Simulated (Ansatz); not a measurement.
```
atom    x (Å)    y (Å)    z (Å)
   C  -0.9225   1.4190   1.4843
  Si  -0.6263   0.5828  -0.1476
   C   0.7240  -0.7458  -0.0555
   C   1.0448  -1.4910  -1.3069
   S   1.4791  -1.0295   1.3499
   H  -1.2312   0.6926   2.2381
   H  -0.0110   1.9026   1.8396
   H  -1.7051   2.1752   1.3849
   H  -1.8586  -0.0900  -0.6517
   H  -0.2006   1.5564  -1.1946
   H   0.1444  -1.9889  -1.6851
   H   1.8317  -2.2294  -1.1501
   H   1.3519  -0.7886  -2.0904
```

Geometry: PBE0-D4/def2-TZVP.

Level of theory: RKS PBE0-D4/def2-TZVPP in Ansatz 0.2.0.

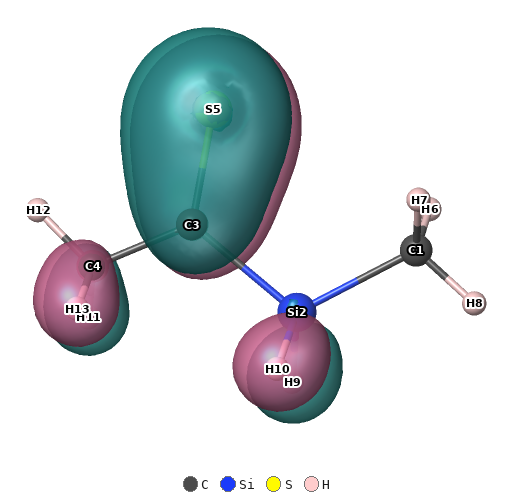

C₃H₈SSi. The HOMO−1 at ±0.1 Å⁻³ᐟ² (teal and pink are the two phases), seen across its widest extent.

Question: Describe this orbital and give its energy.

Answer: By Hirshfeld shares it lies mainly on S5 (about 55 %) and C3 (about 20 %). Its energy is −8.43 eV.
